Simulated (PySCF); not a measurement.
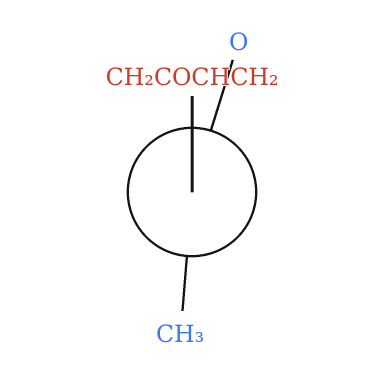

A Newman projection along the O–C bond, oxygen in front; angles are drawn as computed, but eclipsed bonds slightly apart. Geometry: an end point of a reaction path computed with GFN2-xTB.

Q: Which molecule is it?

A: C6H8O3, C=CC(=O)COC(C)=O

Q: What is the torsion angle from the front CH2COCHCH2 to the back O? The sign is positive where the front bond must turn clockwise to cover the back bond.

A: 7°, synperiplanar (eclipsed).
